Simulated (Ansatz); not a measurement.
## Electronic structure of Cl2H2O2Zr in real space

Input

```
crystal:
  periodic: [false, false, false]
  atoms:
    - { symbol: Zr, position_ang: [0.0, 0.0, 0.0] }
    - { symbol: Cl, position_ang: [0.0, 0.0, 2.52] }
    - { symbol: O, position_ang: [1.952, 0.0, -0.6893] }
    - { symbol: H, position_ang: [2.2684, -0.9521, -0.806] }
    - { symbol: O, position_ang: [-0.975, 1.6891, -0.6893] }
    - { symbol: H, position_ang: [-1.9328, 1.4584, -0.9117] }
    - { symbol: Cl, position_ang: [-1.1869, -2.0563, -0.8392] }
basis:
  gaussian: { orbitals: def2-SVP }
hamiltonian:
  xc: blyp
relax:
  f_tol: 0.02
  max_steps: 40
output:
  orbitals: {}
```

Run with:

```sh
ansatz run input.yaml --threads 2 --pin off --max-ram 3072MiB --backend cpu --events-out ev --progress --plain --runs-dir out
```

The fields are those of the run's last geometry, not of the input's.

Core potentials replace the inner electrons of Zr.

Theory: RKS BLYP/def2-SVP (Ansatz).

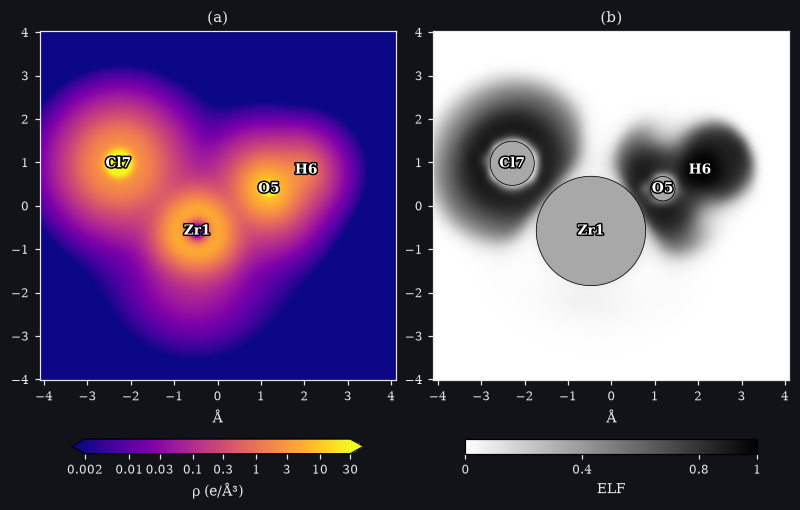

Figure 1. (a) electron density; (b) ELF on the plane of atoms O5, Zr1 and Cl7. Grey discs cover the atomic cores in the ELF map.

What does the map show?

Answer. The section cuts through Zr, O, H and Cl sites.
Zr–O (1.92 Å): the density is about 0.89 e/Å³ at the midpoint; the ELF peaks at about 0.80 in the valence shell of O, 0.5 Å from its nucleus, and drops to about 0.20 between the two atoms.
Zr–Cl (2.39 Å): ρ is about 0.52 e/Å³ halfway; the ELF peaks at about 0.85 in the valence shell of Cl, 0.8 Å from its nucleus, and is about 0.30 at the midpoint.
O–H (0.97 Å): the density is about 3.6 e/Å³ at the midpoint; the ELF climbs to about 1 towards the hydrogen, as it does in any bond to H: a covalent bond by its length.

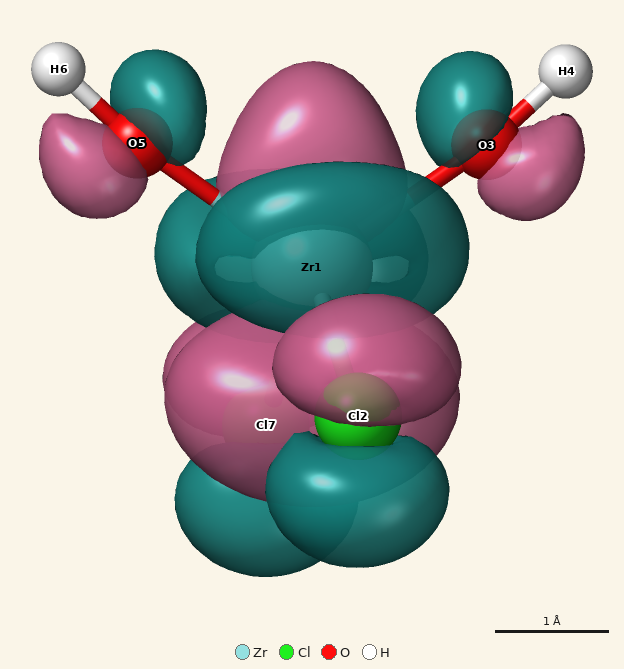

Figure 2. The LUMO at ±0.08 Å⁻³ᐟ² (teal and pink are the two phases), seen at an oblique angle.

What is the character of this orbital?

Answer. It lies mainly on Zr1 (about 70 %), Cl2 (about 10 %) and Cl7 (about 10 %). Its energy is −1.84 eV.

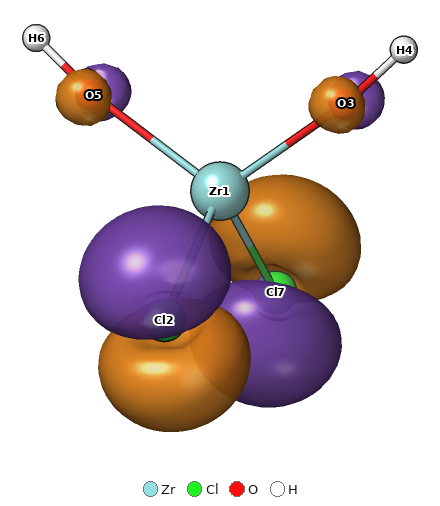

Figure 3. One frontier orbital at ±0.15 Å⁻³ᐟ² (orange and purple are the two phases), seen at a tilt.

Which orbital is it: HOMO or LUMO?

Answer. The HOMO, at −7.08 eV. Its weight (Hirshfeld) is mainly on Cl2 (about 45 %) and Cl7 (about 45 %); largely a combination of lone pairs on Cl2 and Cl7.
